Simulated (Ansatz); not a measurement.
## Nudged elastic band of CH$_{5}$BF$_{2}$Si (part 2 of 2)

Continued. System: CH$_{5}$BF$_{2}$Si. Method: UKS revPBE-D4/def2-SVP (Ansatz 0.2.0). It belongs to a series of runs on one base structure; here: band between the two ends.

Geometry of the input (Å):
```
C  -1.2755  -0.7874  0.4152
B  0.0250  -0.0130  0.7872
Si 1.3090  0.6110  -0.6542
F  1.0744  -0.2668  -2.0283
F  0.9015  2.1669  -1.0169
H  -1.9925  0.0619  0.2459
H  -1.2482  -1.3478  -0.5400
H  -1.7247  -1.3950  1.2265
H  0.2273  0.3330  1.9403
H  2.7870  0.5859  -0.3728
```

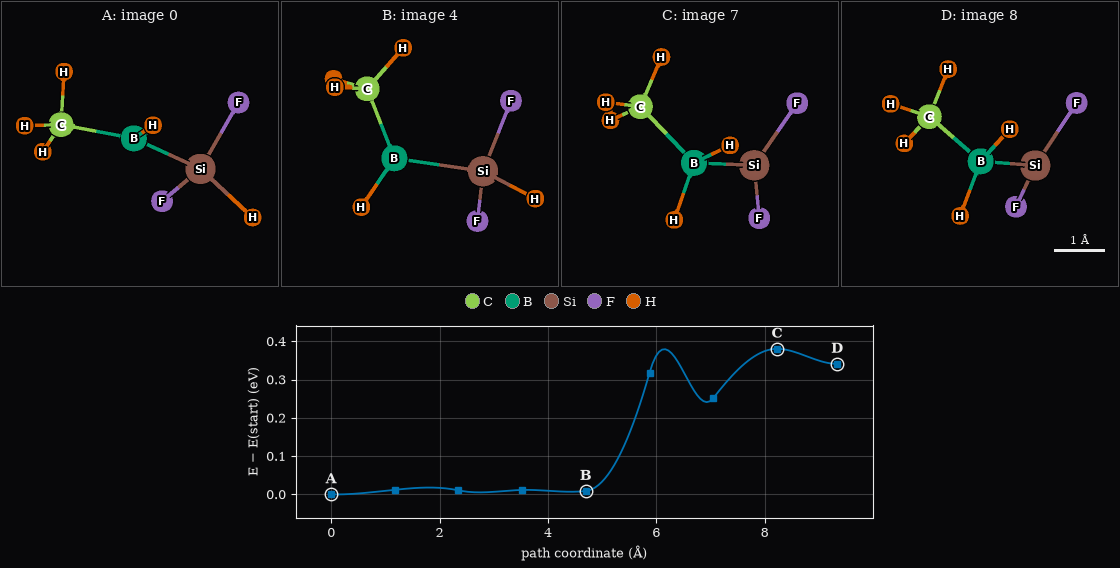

**Figure 1.** Images of the last band (counted from 0; ball-and-stick, seen at a tilt) above the energy along the path; the line is a cubic interpolation that uses the forces. The highest image is number 7, 0.380 eV above the start and 0.039 eV above the end (the climbing image); the end lies 0.341 eV above the start. The path is 9.34 Å long. The band converged in 40 iterations.

```
Total energy: -15096.65247321 eV, -554.7917455120 hartree
Atom 0 at    -1.114529    -0.385115     0.504376 Å, force    -0.004022    -0.001374    -0.002660 eV/Å
Atom 1 at     0.494665    -0.098679     0.740538 Å, force     0.003517     0.001630     0.003357 eV/Å
Atom 2 at     1.037443     0.512443    -1.056911 Å, force     0.001871    -0.000993    -0.002757 eV/Å
Atom 3 at     1.809471    -0.289216    -2.252759 Å, force    -0.000204     0.000983    -0.000470 eV/Å
Atom 4 at     0.442256     1.821425    -1.831746 Å, force    -0.000569    -0.000301     0.000772 eV/Å
Atom 5 at    -1.710297     0.505061     0.216953 Å, force     0.000307     0.000596     0.000241 eV/Å
Atom 6 at    -1.351261    -1.207185    -0.201799 Å, force     0.000623     0.000373     0.000221 eV/Å
Atom 7 at    -1.483404    -0.707596     1.503010 Å, force     0.000103    -0.000022     0.001528 eV/Å
Atom 8 at     1.214736    -1.075848     0.927741 Å, force    -0.000794    -0.000335     0.000304 eV/Å
Atom 9 at     0.744020     0.873610     1.453496 Å, force    -0.000832    -0.000557    -0.000534 eV/Å
Dipole moment:     0.005553     0.062917    -0.176248 e Å
this run last wrote the band of iteration 40 to [file]
```

**The last band as extended XYZ (Å, eV, eV/Å)**
```
10
Properties=species:S:1:pos:R:3:forces:R:3 image=0 energy=-15097.03282
C    -1.2755   -0.7874    0.4152    0.0046  -0.0023  -0.0028
B     0.0250   -0.0130    0.7872   -0.0060  -0.0035   0.0020
Si    1.3090    0.6110   -0.6542    0.0020   0.0113  -0.0063
F     1.0744   -0.2668   -2.0283    0.0015   0.0091   0.0092
F     0.9015    2.1669   -1.0169    0.0065  -0.0193   0.0012
H    -1.9925    0.0619    0.2459    0.0075  -0.0024   0.0041
H    -1.2482   -1.3478   -0.5400    0.0006   0.0041   0.0069
H    -1.7247   -1.3950    1.2265   -0.0008   0.0036  -0.0036
H     0.2273    0.3330    1.9403   -0.0032  -0.0008  -0.0076
H     2.7870    0.5859   -0.3728   -0.0129   0.0001  -0.0032
10
Properties=species:S:1:pos:R:3:forces:R:3 image=1 energy=-15097.02087
C    -1.3133   -0.6615    0.4075    0.0008  -0.0050   0.0002
B     0.1151   -0.1796    0.8101   -0.0013   0.0027   0.0006
Si    1.3009    0.6054   -0.6390    0.0014  -0.0040  -0.0008
F     1.4334   -0.5092   -1.8455   -0.0050   0.0019  -0.0009
F     0.4939    1.8955   -1.2732    0.0016   0.0042   0.0021
H    -1.8835    0.3047    0.3672   -0.0001  -0.0009   0.0024
H    -1.3959   -1.0774   -0.6174    0.0012   0.0011  -0.0031
H    -1.8356   -1.3085    1.1393    0.0021  -0.0045  -0.0025
H     0.4746   -0.1925    1.9762   -0.0033   0.0096   0.0037
H     2.6935    1.0720   -0.3223    0.0026  -0.0052  -0.0017
10
Properties=species:S:1:pos:R:3:forces:R:3 image=2 energy=-15097.02232
C    -1.3701   -0.5158    0.4871   -0.0147  -0.0033  -0.0069
B     0.1576   -0.3333    0.7473    0.0065   0.0055  -0.0065
Si    1.2647    0.6882   -0.6119   -0.0023  -0.0062  -0.0165
F     1.7595   -0.4313   -1.7175    0.0027   0.0098   0.0083
F     0.3032    1.7508   -1.4246    0.0008   0.0066   0.0090
H    -1.8675    0.4068    0.1187    0.0074  -0.0081  -0.0084
H    -1.4058   -1.2016   -0.4003    0.0004  -0.0103   0.0313
H    -1.9602   -0.9866    1.2972    0.0005   0.0178  -0.0070
H     0.7205   -0.8829    1.6798   -0.0007  -0.0135  -0.0069
H     2.4811    1.4546   -0.1729   -0.0007   0.0016   0.0034
10
Properties=species:S:1:pos:R:3:forces:R:3 image=3 energy=-15097.02129
C    -1.3795   -0.5684    0.4712    0.0136   0.0358   0.0163
B     0.1803   -0.4867    0.5279   -0.0254  -0.0040   0.0163
Si    1.2652    0.7991   -0.6060   -0.0089   0.0000  -0.0099
F     1.8721   -0.0448   -1.8835   -0.0001  -0.0208   0.0043
F     0.2817    1.9565   -1.2416    0.0030   0.0051   0.0100
H    -1.8908    0.1899   -0.1522    0.0052  -0.0142   0.0041
H    -1.6347   -1.5859    0.0869   -0.0042  -0.0013  -0.0154
H    -1.8112   -0.5622    1.4990    0.0143  -0.0095  -0.0201
H     0.7830   -1.2616    1.2536    0.0062  -0.0057  -0.0025
H     2.4170    1.5129    0.0475   -0.0038   0.0146  -0.0033
10
Properties=species:S:1:pos:R:3:forces:R:3 image=4 energy=-15097.02406
C    -1.3661   -0.5093    0.5877   -0.0026  -0.0009  -0.0027
B     0.1859   -0.5677    0.4580    0.0005  -0.0066  -0.0096
Si    1.2327    0.7737   -0.6425   -0.0018   0.0048   0.0113
F     2.3021    0.0228   -1.6415   -0.0044  -0.0063  -0.0012
F     0.2202    1.6324   -1.6163   -0.0046  -0.0012   0.0053
H    -1.8543    0.4391    0.2908   -0.0003   0.0001   0.0009
H    -1.6821   -1.2709   -0.1758    0.0037   0.0026  -0.0024
H    -1.7716   -0.8864    1.5487   -0.0040  -0.0056  -0.0014
H     0.8084   -1.4570    1.0151   -0.0020   0.0014   0.0088
H     2.0080    1.7722    0.1787    0.0155   0.0117  -0.0090
10
Properties=species:S:1:pos:R:3:forces:R:3 image=5 energy=-15096.71528
C    -1.3213   -0.4788    0.6402   -0.0258  -0.0322   0.0098
B     0.1794   -0.6427    0.2466   -0.0801  -0.1626  -0.1092
Si    1.1326    0.6494   -0.8594    0.0674   0.1036   0.1646
F     2.5485    0.2762   -1.5945   -0.0013   0.0306   0.1175
F     0.4008    1.7100   -1.8703   -0.0857  -0.0372   0.0150
H    -1.8302    0.4256    0.2534   -0.0128  -0.0213   0.0013
H    -1.7843   -1.3513    0.1124   -0.0767  -0.0248   0.0123
H    -1.5411   -0.6170    1.7173   -0.0142  -0.0341   0.0086
H     0.9525   -1.3666    0.8524   -0.0858  -0.0996   0.0198
H     1.3462    1.3441    0.5049    0.3152   0.2777  -0.2397
10
Properties=species:S:1:pos:R:3:forces:R:3 image=6 energy=-15096.78144
C    -1.2363   -0.4250    0.6463   -0.0179  -0.0070   0.0256
B     0.3626   -0.2756    0.5188   -0.0346  -0.0514  -0.0516
Si    0.9949    0.4319   -1.1883    0.0061   0.0026   0.0022
F     2.4274    0.1878   -1.9307    0.0851   0.0674   0.0619
F     0.4689    1.8294   -1.8517   -0.0056  -0.0056  -0.0060
H    -1.7997    0.4758    0.3287   -0.0137  -0.0043   0.0167
H    -1.6040   -1.2849    0.0506   -0.0509  -0.0147   0.0442
H    -1.5025   -0.6246    1.7051    0.0001   0.0137   0.0337
H     1.1328   -1.1907    0.7826   -0.0221  -0.0306  -0.0203
H     0.8389    0.8247    0.9417    0.0536   0.0299  -0.1063
10
Properties=species:S:1:pos:R:3:forces:R:3 image=7 energy=-15096.65243
C    -1.1145   -0.3851    0.5044   -0.0040  -0.0014  -0.0027
B     0.4947   -0.0987    0.7405    0.0035   0.0016   0.0034
Si    1.0374    0.5124   -1.0569    0.0019  -0.0010  -0.0028
F     1.8095   -0.2892   -2.2528   -0.0002   0.0010  -0.0005
F     0.4423    1.8214   -1.8317   -0.0006  -0.0003   0.0008
H    -1.7103    0.5051    0.2170    0.0003   0.0006   0.0002
H    -1.3513   -1.2072   -0.2018    0.0006   0.0004   0.0002
H    -1.4834   -0.7076    1.5030    0.0001   0.0000   0.0015
H     1.2147   -1.0758    0.9277   -0.0008  -0.0003   0.0003
H     0.7440    0.8736    1.4535   -0.0008  -0.0006  -0.0005
10
Properties=species:S:1:pos:R:3:forces:R:3 image=8 energy=-15096.69174
C    -0.9359   -0.3494    0.3256   -0.0097   0.0007  -0.0044
B     0.6289   -0.0525    0.8879   -0.0028   0.0011   0.0007
Si    0.9783    0.4851   -0.9585    0.0031  -0.0013  -0.0099
F     1.0155   -0.5427   -2.2302   -0.0002   0.0025   0.0061
F     0.4099    1.8647   -1.6280   -0.0003  -0.0021   0.0011
H    -1.5131    0.5196   -0.0548   -0.0015  -0.0030   0.0016
H    -1.0568   -1.1966   -0.3805    0.0024   0.0049   0.0023
H    -1.4332   -0.6542    1.2732    0.0029   0.0000  -0.0018
H     1.2639   -1.0568    1.1640    0.0049  -0.0045   0.0015
H     0.7257    0.9316    1.6042    0.0014   0.0015   0.0028
```

**Key numbers**

```tsv
quantity	value
outcome	converged
barrier, forward	0.380 eV
barrier, backward	0.039 eV
wall time	12 min (CPU time 22 min)
peak memory	0.24 GiB
```

**Notes**

The order of the saddle point was not checked.
